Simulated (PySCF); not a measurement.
C3H12GeOSi

The calculation's input:

```
{"job": {"kind": "uv", "xc": "wB97X-D", "basis": "def2-SVPD", "nstates": 8, "ntriplets": 3}, "charge": 0, "multiplicity": 1}
C     -2.294015     0.921903     0.306643
C     -2.414977    -0.513444    -0.194607
Si    -0.756887    -1.451443    -0.088891
Ge     0.895990    -0.294444    -1.290123
O      2.055992     0.046321     0.018044
C      3.287694     0.693354    -0.172655
H     -3.237612     1.454766     0.200758
H     -2.010909     0.937457     1.356787
H     -1.534339     1.461430    -0.260189
H     -2.768936    -0.504125    -1.227987
H     -3.174140    -1.036951     0.387594
H     -0.345029    -1.575361     1.311977
H     -0.931940    -2.800199    -0.648671
H      1.723972    -0.990927    -2.377772
H      0.630911     1.061059    -1.966265
H      3.809633     0.697193     0.786444
H      3.905044     0.173370    -0.911224
H      3.150789     1.726358    -0.506278
```

Run with:

```sh
OMP_NUM_THREADS=1 python probes_run.py task.json out
```

Geometry: GFN2-xTB.

These are results of PySCF, wB97X-D/def2-SVPD, SCF density, gas phase, not measurements.

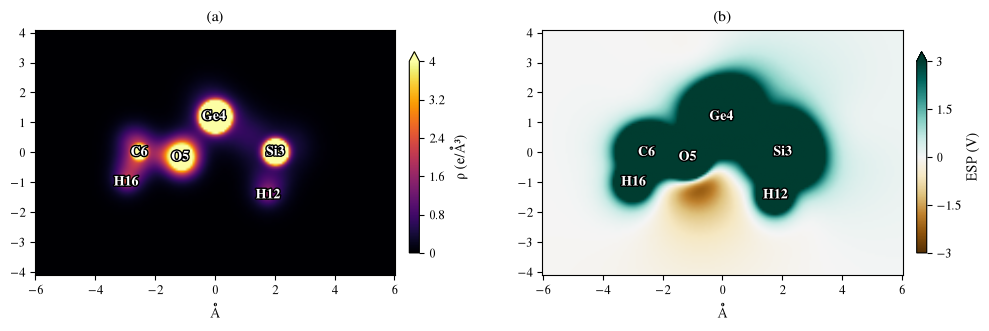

Figure 1. (a) electron density; (b) electrostatic potential on the plane of atoms Ge4, O5 and C6.

Describe what can be read from this map.

The section cuts through Si, Ge, O, C and H sites.
C–O (1.40 Å): ρ at the midpoint is about 2.1 e/Å³, with its minimum of 1.7 e/Å³ about 0.5 Å from C.
Ge–O (1.78 Å): ρ is about 0.94 e/Å³ halfway.
Si–Ge (2.35 Å): ρ is about 0.65 e/Å³ halfway.
C–H (1.09 Å): ρ is about 2 e/Å³ halfway.
Si–H (1.47 Å): the density is about 0.79 e/Å³ at the midpoint.
Outside the dense part of the molecule the potential is most negative (−2.2 V) near O5.

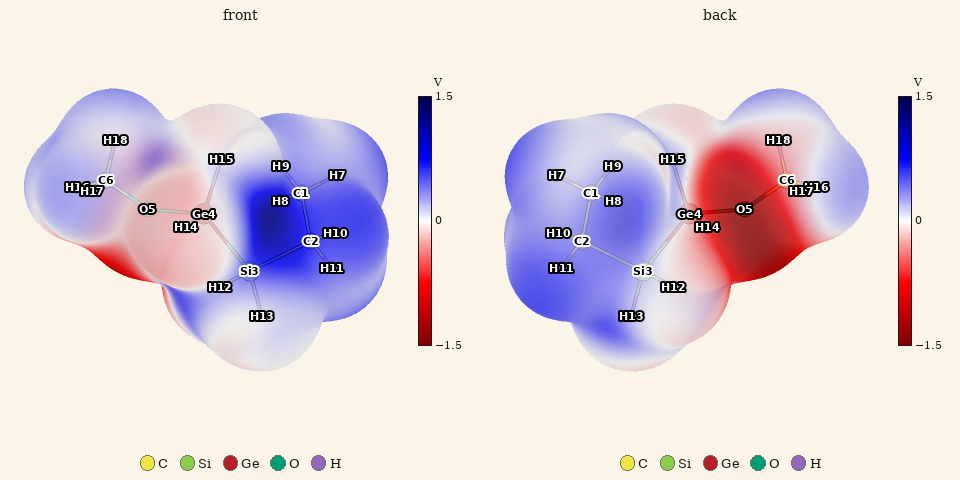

Figure 2. The molecular electrostatic potential painted on the density surface at 0.001 e/bohr³, seen from the front and from behind; the colour scale runs from red (negative) to blue (positive).

Which sites attract a positive test charge, and which a negative one?

A positive charge is drawn to the negative regions and a negative charge to the positive ones. The most negative region (about −1.4 V) lies over O5, the most positive (about +1.2 V) over Ge4. O5 is the likeliest acceptor of a hydrogen bond.
